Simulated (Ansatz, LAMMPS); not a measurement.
# Which site? a vacancy of P in glassy 83P2O5-17Al2O3 (mol %) (80 atoms), part 3 of 4

Aim: make a vacancy of P at several sites of glassy 83P2O5-17Al2O3 (mol %) (80 atoms), relax each, and compare their energies.

Ansatz 0.2.0; Kohn-Sham DFT, PBE, PAW (set soft_1), plane waves.

The cell: 20 P, 4 Al and 56 O. The quench rate of 6 K/ps is many orders above laboratory rates. The starting topology of bonds comes from the classical model. The Brillouin zone is sampled at Γ only, in a cell whose shortest periodic width is 10 Å.

So far. Step 2 (Single point at the start): The r.m.s. force at the start is 1.4 eV/Å. Step 3 (Relaxation): The relaxation converged after 14 steps, 10.0 eV below its start, with a largest force component of 0.014 eV/Å.

## 5. Vacancy of P, site P10

The site has 4 bonded neighbours (O4) at 1.55 Å on average, by cutoffs that count no bonds between two metal atoms or like ions. The change is made in the relaxed cell and the atoms are relaxed again, with spin allowed.

The input, input.yaml:

```yaml
crystal:
  lattice:
    - [10.13788, 0.0, 0.0]
    - [0.0, 10.13788, 0.0]
    - [0.0, 0.0, 10.13788]
  atoms:
    [... atom lines 1 to 6 left out ...]
    - { symbol: P, position: [0.87677, 0.9874, 0.37042] }
    - { symbol: P, position: [0.32854, 0.66091, 0.62275] }
    - { symbol: P, position: [0.38472, 0.89796, 0.80506] }
    - { symbol: P, position: [0.25883, 0.39466, 0.77245] }
    - { symbol: P, position: [0.77732, 0.2127, 0.21971] }
    - { symbol: P, position: [0.8165, 0.06229, 0.65122] }
    - { symbol: P, position: [0.96128, 0.33291, 0.70701] }
    [... atom lines 14 to 79 left out ...]
magnetization:
  spin_polarized: true
kpoints:
  mp_grid: { grid: [1, 1, 1] }
hamiltonian:
  xc: pbe
  pseudopotentials: { kind: paw, azcp: { folder: soft_1 } }
scf:
  occupations: { method: fermi_dirac, width: 0.025 }
  lower_state_search: "off"
output:
  forces: true
  eigenvalues: true
relax:
  f_tol: 0.05
  max_steps: 90
```

On the command line:

```
> ansatz run input.yaml --threads 4 --pin off --max-ram 8192MiB --backend cpu --events-out ev --progress --plain --runs-dir out
```

Numbers of over 12 decimals in the logs are rounded to 6 here.

What it wrote:

```text
[...]
Crystal: 79 atoms, lattice volume = 1041.937 Å³
Basis set: ecut = 420 eV, 20341 PW (Γ), exchange–correlation on 144×144×144 points (8 copies of the dense FFT grid, shifted against one another)
Bands: 302, of which v1, the nominal top of the filled ones, is band 222 counted from 1 (221 counted from 0)
Symmetry: 1 space group operations
[...]
k-points: 1
[...]
Starting moments: Σ|m| = 2.4 μB on 4 of 79 sites
[...]
SCF iter   1: F=—  HF=-48336.948100 eV  |F-HF|=—  |Δ(HF+E_count)|=         —  Δρ=6.66e-2 (↑6.42e-2 ↓6.66e-2)  dr2=1.55e2  dr2_m=2.08e0  M=4.672 μB ∫|m|=4.708 μB  β_m=1.00  ethr=3.10e-3  ⟨swp⟩=8.0  Hψ=3188  notcnv=0  defer=49
[...]
spin=Collinear: Resta preconditioning applied to the charge; magnetization (m = ρ↑ − ρ↓) channel mixes plain (no charge-response kernel on spin).
SCF iter   2: F=—  HF=-48303.825755 eV  |F-HF|=—  |Δ(HF+E_count)|=    3.31e1  Δρ=3.99e-2 (↑2.95e-2 ↓3.99e-2)  dr2=4.21e1  dr2_m=1.83e0  M=4.998 μB ∫|m|=5.145 μB  β_m=0.30  ethr=3.10e-3  ⟨swp⟩=4.0  Hψ=1142  notcnv=0  defer=146
SCF iter   3: F=—  HF=-48301.246317 eV  |F-HF|=—  |Δ(HF+E_count)|=    2.58e0  Δρ=4.37e-2 (↑4.37e-2 ↓4.33e-2)  dr2=8.90e1  dr2_m=3.36e0  M=1.002 μB ∫|m|=1.693 μB  β_m=0.30  ethr=3.10e-3  ⟨swp⟩=3.5  Hψ=1070  notcnv=0  defer=150
[...]
SCF iter   9: F=—  HF=-48296.623038 eV  |F-HF|=—  |Δ(HF+E_count)|=   4.03e-2  Δρ=4.21e-3 (↑1.72e-3 ↓4.21e-3)  dr2=2.28e-1  dr2_m=5.82e-2  M=5.000 μB ∫|m|=5.191 μB  β_m=0.30  ethr=1.45e-4  ⟨swp⟩=3.0  Hψ=807  notcnv=0  defer=150
[...]
spin-set hold released at iteration 9 (site moments contracting): the magnetisation degrees of freedom join the quasi-Newton model from the next iteration; the mixer history was flushed
SCF iter  10: F=—  HF=-48296.638500 eV  |F-HF|=—  |Δ(HF+E_count)|=   1.55e-2  Δρ=3.15e-3 (↑1.59e-3 ↓3.15e-3)  dr2=2.37e-1  dr2_m=1.76e-2  M=4.996 μB ∫|m|=5.199 μB  β_m=0.27  ethr=5.14e-5  ⟨swp⟩=2.5  Hψ=919  notcnv=0  defer=150
SCF iter  11: F=—  HF=-48296.648682 eV  |F-HF|=—  |Δ(HF+E_count)|=   1.02e-2  Δρ=7.08e-3 (↑1.09e-3 ↓7.08e-3)  dr2=6.12e-1  dr2_m=1.29e-1  M=4.988 μB ∫|m|=5.205 μB  β_m=0.20  ethr=5.14e-5  ⟨swp⟩=2.0  Hψ=922  notcnv=0  defer=150  recentre
[...]
SCF iter  19: F=—  HF=-48296.658263 eV  |F-HF|=—  |Δ(HF+E_count)|=   3.01e-5  Δρ=1.40e-4 (↑2.28e-5 ↓1.40e-4)  dr2=3.09e-4  dr2_m=4.47e-5  M=5.000 μB ∫|m|=5.240 μB  β_m=0.43  ethr=1.06e-7  ⟨swp⟩=2.0  Hψ=789  notcnv=0  defer=150
SCF iter  20: F=-48296.658252 eV  HF=-48296.658251 eV  |F-HF|=5.10e-7  |Δ(HF+E_count)|=   1.16e-5  Δρ=3.13e-5 (↑1.07e-5 ↓3.13e-5)  dr2=5.63e-6  dr2_m=3.03e-6  M=5.000 μB ∫|m|=5.240 μB  ethr=1.41e-8  ⟨swp⟩=17.0  Hψ=4149  notcnv=0
SCF 1 converged in 20 iterations: F = -48296.658252 eV  dr2 = 5.63e-6
[...]
relax step   1: F+E_penalty+E_count = -48296.65825150 eV  Δ(F+E_penalty+E_count) = +0.000e0 eV  max|allowed force component| = 3.064e0 eV/Å  Δτ_max = 0.0000 Å  (20 SCF iters, dr2 threshold 6.25e-5 eV, accepted)
[... from here on, the SCF cycles and remarks between the steps are left out ...]
relax step   2: F+E_penalty+E_count = -48297.18598098 eV  Δ(F+E_penalty+E_count) = -5.277e-1 eV  max|allowed force component| = 2.772e0 eV/Å  Δτ_max = 0.0999 Å  (16 SCF iters, dr2 threshold 1.00e-4 eV, accepted)
relax step   3: F+E_penalty+E_count = -48297.89605906 eV  Δ(F+E_penalty+E_count) = -7.101e-1 eV  max|allowed force component| = 1.583e0 eV/Å  Δτ_max = 0.1945 Å  (11 SCF iters, dr2 threshold 1.00e-4 eV, accepted)
relax step   4: F+E_penalty+E_count = -48298.40841511 eV  Δ(F+E_penalty+E_count) = -5.124e-1 eV  max|allowed force component| = 1.038e0 eV/Å  Δτ_max = 0.2000 Å  (13 SCF iters, dr2 threshold 1.00e-4 eV, accepted)
relax step   5: F+E_penalty+E_count = -48298.71689247 eV  Δ(F+E_penalty+E_count) = -3.085e-1 eV  max|allowed force component| = 6.961e-1 eV/Å  Δτ_max = 0.1989 Å  (11 SCF iters, dr2 threshold 1.00e-4 eV, accepted)
relax step   6: F+E_penalty+E_count = -48298.91209050 eV  Δ(F+E_penalty+E_count) = -1.952e-1 eV  max|allowed force component| = 4.580e-1 eV/Å  Δτ_max = 0.2000 Å  (9 SCF iters, dr2 threshold 1.00e-4 eV, accepted)
relax step   7: F+E_penalty+E_count = -48299.02803252 eV  Δ(F+E_penalty+E_count) = -1.159e-1 eV  max|allowed force component| = 7.131e-1 eV/Å  Δτ_max = 0.1885 Å  (14 SCF iters, dr2 threshold 9.08e-5 eV, accepted)
relax step   8: F+E_penalty+E_count = -48299.08725532 eV  Δ(F+E_penalty+E_count) = -5.922e-2 eV  max|allowed force component| = 8.866e-1 eV/Å  Δτ_max = 0.2000 Å  (12 SCF iters, dr2 threshold 1.00e-4 eV, accepted)
relax step   9: F+E_penalty+E_count = -48299.16583419 eV  Δ(F+E_penalty+E_count) = -7.858e-2 eV  max|allowed force component| = 4.964e-1 eV/Å  Δτ_max = 0.1744 Å  (12 SCF iters, dr2 threshold 1.00e-4 eV, accepted)
relax step  10: F+E_penalty+E_count = -48299.27714651 eV  Δ(F+E_penalty+E_count) = -1.113e-1 eV  max|allowed force component| = 5.184e-1 eV/Å  Δτ_max = 0.2000 Å  (12 SCF iters, dr2 threshold 7.73e-5 eV, accepted)
relax step  11: F+E_penalty+E_count = -48299.31093661 eV  Δ(F+E_penalty+E_count) = -3.379e-2 eV  max|allowed force component| = 4.332e-1 eV/Å  Δτ_max = 0.0518 Å  (8 SCF iters, dr2 threshold 8.42e-5 eV, accepted)
relax step  12: F+E_penalty+E_count = -48299.29727781 eV  Δ(F+E_penalty+E_count) = +1.366e-2 eV  max|allowed force component| = 5.385e-1 eV/Å  Δτ_max = 0.2000 Å  (12 SCF iters, dr2 threshold 1.00e-4 eV, rejected (line search))
relax step  13: F+E_penalty+E_count = -48299.35973759 eV  Δ(F+E_penalty+E_count) = -4.880e-2 eV  max|allowed force component| = 2.269e-1 eV/Å  Δτ_max = 0.0972 Å  (15 SCF iters, accepted)
relax step  14: F+E_penalty+E_count = -48299.39347573 eV  Δ(F+E_penalty+E_count) = -3.374e-2 eV  max|allowed force component| = 2.598e-1 eV/Å  Δτ_max = 0.1000 Å  (10 SCF iters, dr2 threshold 1.41e-5 eV, accepted)
relax step  15: F+E_penalty+E_count = -48299.44458138 eV  Δ(F+E_penalty+E_count) = -5.111e-2 eV  max|allowed force component| = 4.253e-1 eV/Å  Δτ_max = 0.1475 Å  (12 SCF iters, dr2 threshold 1.85e-5 eV, accepted)
relax step  16: F+E_penalty+E_count = -48299.43869119 eV  Δ(F+E_penalty+E_count) = +5.890e-3 eV  max|allowed force component| = 1.353e0 eV/Å  Δτ_max = 0.1950 Å  (9 SCF iters, dr2 threshold 1.00e-4 eV, rejected (line search))
relax step  17: F+E_penalty+E_count = -48299.56669855 eV  Δ(F+E_penalty+E_count) = -1.221e-1 eV  max|allowed force component| = 4.147e-1 eV/Å  Δτ_max = 0.0975 Å  (16 SCF iters, accepted)
relax step  18: F+E_penalty+E_count = -48299.65438104 eV  Δ(F+E_penalty+E_count) = -8.768e-2 eV  max|allowed force component| = 3.920e-1 eV/Å  Δτ_max = 0.0974 Å  (8 SCF iters, dr2 threshold 1.00e-4 eV, accepted)
relax step  19: F+E_penalty+E_count = -48299.73896766 eV  Δ(F+E_penalty+E_count) = -8.459e-2 eV  max|allowed force component| = 2.710e-1 eV/Å  Δτ_max = 0.1500 Å  (8 SCF iters, dr2 threshold 1.00e-4 eV, accepted)
relax step  20: F+E_penalty+E_count = -48299.77245326 eV  Δ(F+E_penalty+E_count) = -3.349e-2 eV  max|allowed force component| = 2.440e-1 eV/Å  Δτ_max = 0.0820 Å  (9 SCF iters, dr2 threshold 3.51e-5 eV, accepted)
relax step  21: F+E_penalty+E_count = -48299.86189492 eV  Δ(F+E_penalty+E_count) = -8.944e-2 eV  max|allowed force component| = 2.484e-1 eV/Å  Δτ_max = 0.2000 Å  (9 SCF iters, dr2 threshold 2.84e-5 eV, accepted)
relax step  22: F+E_penalty+E_count = -48299.89652909 eV  Δ(F+E_penalty+E_count) = -3.463e-2 eV  max|allowed force component| = 3.107e-1 eV/Å  Δτ_max = 0.1938 Å  (9 SCF iters, dr2 threshold 5.00e-5 eV, accepted)
relax step  23: F+E_penalty+E_count = -48299.89002011 eV  Δ(F+E_penalty+E_count) = +6.509e-3 eV  max|allowed force component| = 4.042e-1 eV/Å  Δτ_max = 0.2000 Å  (9 SCF iters, dr2 threshold 9.65e-5 eV, rejected (line search))
relax step  24: F+E_penalty+E_count = -48299.97515401 eV  Δ(F+E_penalty+E_count) = -7.862e-2 eV  max|allowed force component| = 1.151e-1 eV/Å  Δτ_max = 0.0974 Å  (18 SCF iters, accepted)
relax step  25: F+E_penalty+E_count = -48299.98746563 eV  Δ(F+E_penalty+E_count) = -1.231e-2 eV  max|allowed force component| = 1.960e-1 eV/Å  Δτ_max = 0.1000 Å  (13 SCF iters, accepted)
relax step  26: F+E_penalty+E_count = -48300.00005228 eV  Δ(F+E_penalty+E_count) = -1.259e-2 eV  max|allowed force component| = 9.260e-2 eV/Å  Δτ_max = 0.0455 Å  (10 SCF iters, dr2 threshold 5.27e-6 eV, accepted)
relax step  27: F+E_penalty+E_count = -48300.00405735 eV  Δ(F+E_penalty+E_count) = -4.005e-3 eV  max|allowed force component| = 5.120e-2 eV/Å  Δτ_max = 0.0150 Å  (11 SCF iters, accepted)
relax step  28: F+E_penalty+E_count = -48299.93936861 eV  Δ(F+E_penalty+E_count) = +6.469e-2 eV  max|allowed force component| = 4.340e-1 eV/Å  Δτ_max = 0.1127 Å  (23 SCF iters, rejected (line search))
relax step  29: F+E_penalty+E_count = -48300.00806084 eV  Δ(F+E_penalty+E_count) = -4.003e-3 eV  max|allowed force component| = 3.267e-2 eV/Å  Δτ_max = 0.0300 Å  (13 SCF iters, accepted)
SCF converged after 13 iterations
Magnetization: 4.9881 μB (223.9940 up, 219.0060 down)
Absolute magnetization: 5.2839 μB (∫|ρ↑−ρ↓|, with the PAW one-centre terms)
[...]
Per-site moments (μB) at R_I (Å): [(4.399103702104562e-6, 0.622814), (-0.00456825, 0.624200), (6.357576069530206e-6, 0.607717), (-5.5761376762498204e-5, 0.644125), (8.257133714282403e-5, 0.612433), [...]
Free energy (F): -48300.008061 eV
[...]
Internal energy: -48300.002080 eV  (E = F + TS)
E sigma→0 (E₀):  -48300.005071 eV
Entropy (-TS):   -0.005980 eV (-0.076 meV/atom)
Fermi energy:    3.293839 eV
[...]
Σ components = -48300.008061   (vs F -48300.008061, Δ=0.00e0)
--- Forces (eV/Å), atoms counted from 1 ---
  atom   1  P     -0.02469390     0.00809365     0.01411152
  atom   2  P     -0.00476748     0.00895310     0.00067279
  atom   3  P      0.03017617    -0.00154053    -0.00304079
  atom   4  P     -0.01013136    -0.00475855    -0.00685754
[...]
atom  79  O     -0.00373516     0.00206753     0.00024306
  max |Σ_I F_I| component: 7.25e-5 eV/Å
--- Band table (eV) ---
[...]
--- Relaxed structure (29 steps of the walk, 25 accepted, 0 SCFs on fresh bases) ---
  F+E_penalty+E_count = -48300.00806084 eV   max|allowed force component| = 3.267e-2 eV/Å
  atoms:
    - { symbol: P, position: [0.918295, 0.787362, 0.931626] }
    - { symbol: P, position: [0.958959, 0.387524, 0.426910] }
    - { symbol: P, position: [0.821969, 0.616675, 0.724842] }
    - { symbol: P, position: [0.212303, 0.438774, 0.091677] }
[...]
- { symbol: O, position: [0.284072, 0.380515, 0.214883] }
```

Wall time 12 min (4 threads of Arm Neoverse V1, shared host); peak memory 1.9 GiB.

The relaxation converged after 29 steps, 3.35 eV below its start, with a largest force component of 0.033 eV/Å.

The surroundings of the place of the removed atom, after relaxation: 12 atoms, nearest first, with positions taken from that point. Atoms keep their numbers of the cell before the removal, where the removed atom was number 10.

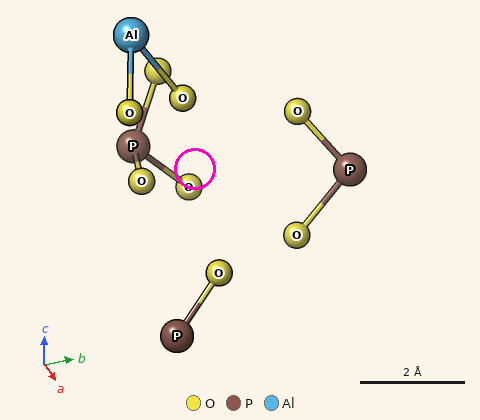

The atoms of the table, within 3.4 Å (arrows a, b, c point along x, y, z); some may hide others. A ring marks the centre wherever it is empty.

| atom | x | y | z | distance (Å) | bonds | moment (μB) |
| --- | --- | --- | --- | --- | --- | --- |
| O36 | -1.03 | -0.70 | -0.73 | 1.44 | 1 | 0.36 |
| O45 | -0.40 | -0.13 | 1.39 | 1.45 | 1 | 1.13 |
| O39 | 1.75 | -0.11 | -1.33 | 2.20 | 1 | 0.15 |
| O62 | -0.85 | 2.42 | 0.36 | 2.60 | 1 | 0.34 |
| P18 | -2.51 | -0.32 | -0.84 | 2.67 | 4 | 0.00 |
| O52 | 0.03 | 2.13 | -1.86 | 2.83 | 2 | 0.02 |
| O27 | -2.94 | 0.32 | 0.48 | 3.00 | 1 | 0.37 |
| O43 | 1.05 | -1.78 | 2.19 | 3.01 | 2 | 0.09 |
| Al23 | -0.56 | -1.17 | 2.91 | 3.19 | 5 | 0.00 |
| P19 | -0.10 | 3.25 | -0.67 | 3.32 | 4 | 0.00 |
| P12 | 2.21 | -1.13 | -2.30 | 3.38 | 4 | 0.00 |
| O80 | -2.61 | 0.90 | -2.04 | 3.43 | 2 | 0.00 |

The column of bonds counts only the pairs O-P within 2.11 Å, O-Al within 2.33 Å; other neighbours, such as metal atoms beside each other in a compound, aren't counted, and periodic images can show an atom twice.

The largest move is 1.22 Å, by O76.

## 6. Vacancy of P, site P14

The site has 5 bonded neighbours (O5) at 1.65 Å on average. 

Input and log are left out; they have the form of those shown for this kind of step.

Elapsed: 17 min, on 4 threads of Arm Neoverse V1, shared host; peak memory 1.9 GiB; 68 min of CPU time.

The relaxation converged after 40 steps, 3.06 eV below its start, with a largest force component of 0.050 eV/Å.

The surroundings of the place of the removed atom, after relaxation: 10 atoms, nearest first, with positions taken from that point. Atoms keep their numbers of the cell before the removal, where the removed atom was number 14.

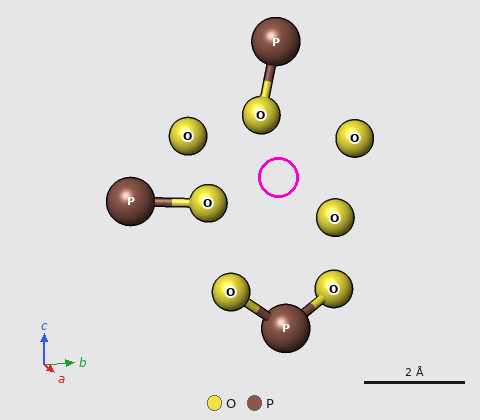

The atoms of the table, within 3.3 Å (arrows a, b, c point along x, y, z); some may hide others. A ring marks the centre wherever it is empty.

| atom | x | y | z | distance (Å) | bonds | moment (μB) |
| --- | --- | --- | --- | --- | --- | --- |
| O71 | 0.09 | -0.38 | 1.33 | 1.39 | 1 | 0.38 |
| O44 | -1.44 | -1.06 | -0.76 | 1.94 | 1 | 0.60 |
| O28 | 2.30 | 0.55 | -0.37 | 2.39 | 1 | 0.03 |
| O50 | 0.04 | -1.00 | -2.28 | 2.49 | 1 | 0.33 |
| P15 | -0.03 | -0.04 | 2.80 | 2.80 | 4 | -0.01 |
| O61 | -0.90 | 1.41 | -2.55 | 3.05 | 2 | 0.01 |
| O25 | 1.56 | -2.32 | 1.31 | 3.09 | 1 | 0.09 |
| O72 | -2.25 | 2.22 | 0.22 | 3.17 | 1 | 0.32 |
| P2 | -0.22 | 0.22 | -3.16 | 3.17 | 4 | 0.00 |
| P13 | -1.87 | -2.57 | -0.73 | 3.26 | 4 | -0.01 |

The column of bonds counts only the pairs O-P within 2.11 Å, O-Al within 2.33 Å; other neighbours, such as metal atoms beside each other in a compound, aren't counted, and periodic images can show an atom twice.

The largest move is 1.67 Å, by O57.

## 7. Vacancy of P, site P5

The site has 4 bonded neighbours (O4) at 1.54 Å on average. 

Input and log are left out; they have the form of those shown for this kind of step.

Elapsed: 9.5 min, on 4 threads of Arm Neoverse V1, shared host; peak memory 1.8 GiB; 37 min of CPU time.

The relaxation converged after 20 steps, 1.73 eV below its start, with a largest force component of 0.026 eV/Å.

The surroundings of the place of the removed atom, after relaxation: 11 atoms, nearest first, with positions taken from that point. Atoms keep their numbers of the cell before the removal, where the removed atom was number 5.

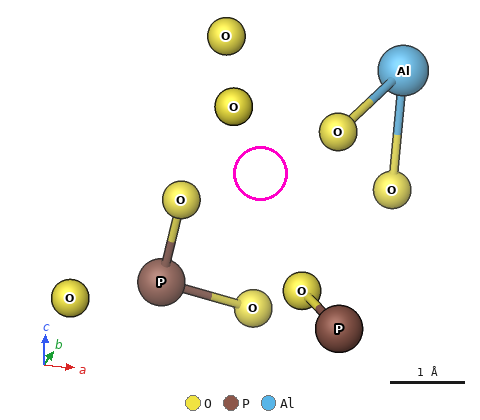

The atoms of the table, within 3.4 Å (arrows a, b, c point along x, y, z); some may hide others. A ring marks the centre wherever it is empty.

| atom | x | y | z | distance (Å) | bonds | moment (μB) |
| --- | --- | --- | --- | --- | --- | --- |
| O51 | 0.82 | 0.99 | 0.37 | 1.34 | 1 | 1.36 |
| O58 | -1.23 | 0.54 | -0.72 | 1.52 | 1 | 0.12 |
| O42 | 0.94 | -1.22 | -1.16 | 1.93 | 1 | 0.41 |
| O67 | -0.53 | -0.13 | 1.97 | 2.04 | 1 | 1.26 |
| O78 | 0.10 | -2.08 | 1.70 | 2.69 | 1 | 0.33 |
| P1 | -1.57 | 0.96 | -2.11 | 2.80 | 4 | 0.00 |
| Al22 | 1.23 | 2.89 | 0.66 | 3.21 | 5 | 0.00 |
| P4 | 1.80 | -2.49 | -1.16 | 3.29 | 5 | 0.00 |
| O54 | 1.13 | 2.96 | -1.12 | 3.36 | 2 | 0.06 |
| O66 | -2.01 | -2.42 | -1.23 | 3.38 | 1 | 0.01 |
| O75 | -0.52 | 2.00 | -2.72 | 3.41 | 2 | 0.01 |

The column of bonds counts only the pairs O-P within 2.11 Å, O-Al within 2.38 Å; other neighbours, such as metal atoms beside each other in a compound, aren't counted, and periodic images can show an atom twice.

The largest move is 0.78 Å, by O57.

[end of part 3 of 4]

[Logs are printed without paths, hosts, clocks, repeated set-up lines and the standing remarks that a program may print on its own settings, such as how far it seeks lower states.]

[Hosts, paths, dates, database ids (printed as entryN), source tags and the programs' standing remarks are cut or masked in the printed files.]
